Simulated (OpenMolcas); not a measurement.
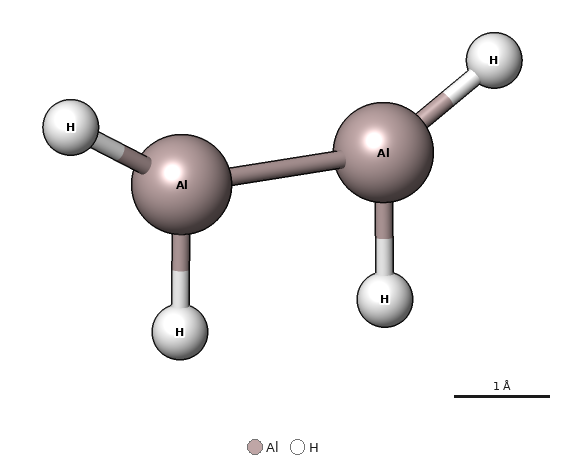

Fig. 1: The structure (ball-and-stick view, seen at a tilt). Sticks mark near contacts.

**Single-point calculation, with input and output: Al2H4 (part 1 of 3)**

Al2H4, computed with MCPF/ANO-RCC-VDZ, RHF, DKH2, in an applied electric field (OpenMolcas 26.06).

The geometry comes from this level: GFN2-xTB.

Input file
```
* Al2H4 MCPF

&GATEWAY
  Coord
  6
  angstrom
  Al      -0.854090      -0.947540       0.010480
  Al       0.449880       1.168890       0.243310
  H       -2.195980      -1.768100       0.274600
  H        0.366300      -1.639050      -0.764220
  H        1.691610       0.512150      -0.527710
  H        0.542270       2.673660       0.763540
  Basis=ANO-RCC-VDZ
  Group=NoSym

&SEWARD

&FFPT
  Dipole
  Z 0.02

&SCF
  PrOrbitals=1 2

&MOTRA
  Frozen=10

&GUGA
  Electrons=10
  Spin=1
  Inactive=5
  Active=0
  CIAll=1

&CPF
  MCPF
```

Machine: 1 thread of Intel Xeon @ 2.90GHz (Ice Lake), 16 GiB of memory available, shared host.

Run as:
```bash
export MOLCAS_MEM=1860
pymolcas test.inp > test.log
```

What the program printed
```
--- Start Module: gateway ---

                                              &GATEWAY

                       available to each process: 1.9 GB of memory, 1 thread

++    Symmetry information:
      ---------------------

                    Character Table for C1

                             E
                    a        1  x, y, xy, Rz, z, xz, Ry, yz, Rx, I
--

++    Basis set information:
      ----------------------

      Basis set label: AL.ANO-RCC...4S3P.

      Electronic valence basis set:
      ------------------
      Associated Effective Charge  13.000000 au
      Associated Actual Charge     13.000000 au
      Nuclear Model: Point charge

      Shell  nPrim  nBasis  Cartesian Spherical Contaminant
         s      17       4        X
         p      12       3        X

      Basis set label: H.ANO-RCC...2S.

      Electronic valence basis set:
      ------------------
      Associated Effective Charge   1.000000 au
      Associated Actual Charge      1.000000 au
      Nuclear Model: Point charge

      Shell  nPrim  nBasis  Cartesian Spherical Contaminant
         s       8       2        X
--

++    Molecular structure info:
      -------------------------

                    ************************************************
                    **** Cartesian Coordinates / bohr, angstrom ****
                    ************************************************

     Center  Label                x              y              z                     x              y              z
        1      AL1             -1.613996      -1.790591       0.019804             -0.854090      -0.947540       0.010480
        2      AL2              0.850150       2.208882       0.459789              0.449880       1.168890       0.243310
        3      H3              -4.149801      -3.341225       0.518919             -2.195980      -1.768100       0.274600
        4      H4               0.692207      -3.097356      -1.444166              0.366300      -1.639050      -0.764220
        5      H5               3.196680       0.967823      -0.997227              1.691610       0.512150      -0.527710
        6      H6               1.024742       5.052485       1.442881              0.542270       2.673660       0.763540

                    ***************************************
                    *    InterNuclear Distances / bohr    *
                    ***************************************

               1 AL1           2 AL2           3 H3            4 H4            5 H5            6 H6
    1 AL1      0.000000
    2 AL2      4.718198        0.000000
    3 H3       3.013948        7.470387        0.000000
    4 H4       3.028104        5.639694        5.230508        0.000000
    5 H5       5.637890        3.028089        8.650859        4.795604        0.000000
    6 H6       7.470996        3.013807        9.903735        8.652487        5.230288        0.000000

                    *******************************************
                    *    InterNuclear Distances / angstrom    *
                    *******************************************

               1 AL1           2 AL2           3 H3            4 H4            5 H5            6 H6
    1 AL1      0.000000
    2 AL2      2.496763        0.000000
    3 H3       1.594913        3.953159        0.000000
    4 H4       1.602404        2.984398        2.767866        0.000000
    5 H5       2.983443        1.602396        4.577838        2.537724        0.000000
    6 H6       3.953481        1.594838        5.240831        4.578699        2.767749        0.000000
--

            Nuclear Potential Energy             62.04600366 au

--- Stop Module: gateway /rc=_RC_ALL_IS_WELL_ ---

--- Start Module: seward ---

                                              &SEWARD

                       available to each process: 1.9 GB of memory, 1 thread

               SEWARD will generate:
                  Multipole Moment integrals up to order  2
                  Kinetic Energy integrals
                  Nuclear Attraction integrals (point charge)
                  One-Electron Hamiltonian integrals
                  Velocity integrals
                  Relativistic Douglas-Kroll-Hess integrals:
                    - Parametrization         : EXP
                    - DKH order of Hamiltonian: 2
                    - DKH order of Properties : 0
                         - multipole moment operators
                         - electric potential operators
                         - contact operators
                  Orbital angular momentum around ( -0.3421   0.1873   0.2148 )
                  Velocity quadrupole around ( -0.3421   0.1873   0.2148 )
                  Atomic mean-field integrals
                  Two-Electron Repulsion integrals

                   Integrals are discarded if absolute value <: 1.00E-14
                   Integral cutoff threshold is set to       <: 1.00E-16

            Nuclear Potential Energy             62.04600366 au

      Basis set specifications :
      Symmetry species         a
      Basis functions           34

--- Stop Module: seward /rc=_RC_ALL_IS_WELL_ ---
--- Module seward spent 1 second ---

--- Start Module: ffpt ---

                                               &FFPT

                       available to each process: 1.9 GB of memory, 1 thread

      Header of the ONEINT file:
      --------------------------

      Cartesian coordinates in angstrom:
      -----------------------------------------------------
      No.  Label        X            Y            Z
      -----------------------------------------------------
       1   AL1       -0.85409000  -0.94754000   0.01048000
       2   AL2        0.44988000   1.16889000   0.24331000
       3   H3        -2.19598000  -1.76810000   0.27460000
       4   H4         0.36630000  -1.63905000  -0.76422000
       5   H5         1.69161000   0.51215000  -0.52771000
       6   H6         0.54227000   2.67366000   0.76354000
      -----------------------------------------------------
      Nuclear repulsion energy =   62.04600366

      The following tasks will be executed:
      -------------------------------------

      FFPT    DIPO    COMP    COMP0   Z= 0.020000

--- Stop Module: ffpt /rc=_RC_ALL_IS_WELL_ ---

--- Start Module: scf ---

                                                &SCF

                       available to each process: 1.9 GB of memory, 1 thread

++    Input section:
      --------------

      Header of the integral files:

      Cartesian coordinates in angstrom:
      -----------------------------------------------------
      No.  Label        X            Y            Z
      -----------------------------------------------------
       1   AL1       -0.85409000  -0.94754000   0.01048000
       2   AL2        0.44988000   1.16889000   0.24331000
       3   H3        -2.19598000  -1.76810000   0.27460000
       4   H4         0.36630000  -1.63905000  -0.76422000
       5   H5         1.69161000   0.51215000  -0.52771000
       6   H6         0.54227000   2.67366000   0.76354000
      -----------------------------------------------------
      Nuclear repulsion energy =   62.03222991
--

++    Orbital specifications:
      -----------------------

      Symmetry species               1
                                     a
      Frozen orbitals                0
      Occupied orbitals             15
      Secondary orbitals            19
      Deleted orbitals               0
      Total number of orbitals      34
      Number of basis functions     34
--

      Molecular charge                           0.000

++    Optimization specifications:
      ----------------------------

      SCF Algorithm: Conventional
      Minimized density differences are used
      Number of density matrices in core                 5
      Maximum number of NDDO SCF iterations            400
      Maximum number of HF SCF iterations              400
      Threshold for SCF energy change             1.00E-09
      Threshold for density matrix                1.00E-04
      Threshold for Fock matrix                   1.50E-04
      Threshold for linear dependence             1.00E-09
      Threshold at which DIIS is turned on        1.50E-01
      Maximum depth in the DIIS procedure                5
      Maximum depth in the BFGS Hessian update          30
      Threshold at which QNR/C2DIIS is turned on  7.50E-02
      Threshold for Norm(delta) (QNR/C2DIIS)      1.00E-03
      All orbitals punched on: SCFORB
--

      Input vectors read from INPORB
      Orbital file label: *Guess orbitals

++ Convergence information
                                   SCF        iterations: Energy and convergence statistics

Iter     Tot. SCF        One-elec.       Two-elec.     Energy      Max Dij or  Max Fij      DNorm      TNorm      AccCon     Time
         Energy          Energy          Energy        Change      Delta Norm                                                in Sec.
   1  -486.787139021  -797.249014320   248.429645390   0.00E+00    2.02E-01*   1.39E-01*    7.33E+00   8.35E+01   None         0.
   2  -486.920733835  -800.357160211   251.404196467  -1.34E-01*   2.68E-02*   1.12E-02*    1.58E+00   8.40E+01   EDIIS        0.
   3  -486.922622129  -800.143995817   251.189143779  -1.89E-03*   1.02E-02*   2.47E-03*    1.37E-01   8.40E+01   c2DIIS       0.
   4  -486.922735393  -800.210984872   251.256019570  -1.13E-04*   3.74E-03*   9.79E-04*    2.23E-02   8.40E+01   QNRc2DIIS    0.
   5  -486.922753291  -800.203835078   251.248851879  -1.79E-05*   4.46E-03*   6.10E-04*    6.40E-03   8.40E+01   QNRc2DIIS    0.
   6  -486.922760653  -800.207373029   251.252382467  -7.36E-06*   1.45E-03*   1.42E-04     2.49E-03   8.40E+01   QNRc2DIIS    0.
   7  -486.922761302  -800.203812004   251.248820793  -6.49E-07*   9.96E-05    6.86E-05     8.54E-04   8.40E+01   QNRc2DIIS    0.
   8  -486.922761328  -800.205876924   251.250885688  -2.62E-08*   3.01E-05    5.38E-06     7.16E-05   8.40E+01   QNRc2DIIS    0.
   9  -486.922761329  -800.205849185   251.250857947  -8.09E-10    3.32E-06    8.02E-07     1.99E-05   8.40E+01   QNRc2DIIS    0.

       Convergence after   9 Iterations
--

 *****************************************************************************************************************************
 *                                             SCF/KS-DFT Program, Final results                                             *
 *                                                       Final Results                                                       *
 *****************************************************************************************************************************

::    Total SCF energy                               -486.9227613286
      One-electron energy                            -800.2058491848
      Two-electron energy                             251.2508579473
      Nuclear repulsion energy                         62.0322299088
      Kinetic energy (interpolated)                   492.7898542003
      Virial theorem                                    0.9880941281
      Total spin, S(S+1)                                0.0000000000
      Total spin, S                                     0.0000000000
      Max non-diagonal density matrix element           0.0000043037
      Max non-diagonal Fock matrix element              0.0000001872

      All orbitals with orbital energies smaller than  E(LUMO)+0.5 are printed

++    Molecular orbitals:
      -------------------

      Title: SCF orbitals

      Molecular orbitals for symmetry species 1: a

      Basis set list:
        1 AL1    1s                 10 AL1    4py                19 AL2    3px                28 H3     2s
        2 AL1    2s                 11 AL1    2pz                20 AL2    4px                29 H4     1s
        3 AL1    3s                 12 AL1    3pz                21 AL2    2py                30 H4     2s
        4 AL1    4s                 13 AL1    4pz                22 AL2    3py                31 H5     1s
        5 AL1    2px                14 AL2    1s                 23 AL2    4py                32 H5     2s
        6 AL1    3px                15 AL2    2s                 24 AL2    2pz                33 H6     1s
        7 AL1    4px                16 AL2    3s                 25 AL2    3pz                34 H6     2s
        8 AL1    2py                17 AL2    4s                 26 AL2    4pz
        9 AL1    3py                18 AL2    2px                27 H3     1s

  Index Energy  Occupation Coefficients ...

    1  -58.6242    2.0000         14 AL2    1s     ( 1.000),

    2  -58.6204    2.0000          1 AL1    1s     ( 1.000),

    3   -4.9441    2.0000         15 AL2    2s     ( 0.999),

    4   -4.9402    2.0000          2 AL1    2s     ( 0.999),

    5   -3.2374    2.0000         21 AL2    2py    ( 0.900),

    6   -3.2361    2.0000         18 AL2    2px    ( 0.733),    21 AL2    2py    (-0.416),    24 AL2    2pz    ( 0.538),

    7   -3.2359    2.0000         18 AL2    2px    (-0.615),    24 AL2    2pz    ( 0.783),

    8   -3.2334    2.0000          5 AL1    2px    ( 0.721),     8 AL1    2py    ( 0.662),

    9   -3.2322    2.0000          5 AL1    2px    ( 0.630),     8 AL1    2py    (-0.547),    11 AL1    2pz    ( 0.551),

   10   -3.2320    2.0000          8 AL1    2py    ( 0.502),    11 AL1    2pz    ( 0.818),

   11   -0.6024    2.0000          3 AL1    3s     ( 0.411),    16 AL2    3s     ( 0.443),    33 H6     1s     ( 0.229),

   12   -0.5334    2.0000          3 AL1    3s     (-0.360),    16 AL2    3s     ( 0.313),    27 H3     1s     (-0.329),    29 H4     1s     (-0.204),
                                  33 H6     1s     ( 0.340),

   13   -0.4521    2.0000          6 AL1    3px    (-0.281),    22 AL2    3py    ( 0.282),    27 H3     1s     ( 0.357),    31 H5     1s     (-0.245),
                                  33 H6     1s     ( 0.378),

   14   -0.3950    2.0000          3 AL1    3s     ( 0.224),     6 AL1    3px    ( 0.374),    16 AL2    3s     (-0.230),    22 AL2    3py    ( 0.262),
                                  27 H3     1s     (-0.288),    29 H4     1s     ( 0.412),    31 H5     1s     (-0.398),    33 H6     1s     ( 0.255),

   15   -0.3332    2.0000          9 AL1    3py    (-0.413),    16 AL2    3s     (-0.216),    19 AL2    3px    ( 0.385),    22 AL2    3py    ( 0.234),
                                  29 H4     1s     ( 0.291),    31 H5     1s     ( 0.280),

   16   -0.0182    0.0000         12 AL1    3pz    ( 0.500),    25 AL2    3pz    ( 0.549),

   17    0.0879    0.0000          3 AL1    3s     (-0.433),    12 AL1    3pz    (-0.806),    16 AL2    3s     ( 0.479),    25 AL2    3pz    ( 0.761),

   18    0.1101    0.0000          3 AL1    3s     ( 1.090),    16 AL2    3s     (-1.380),    33 H6     1s     ( 0.804),
```
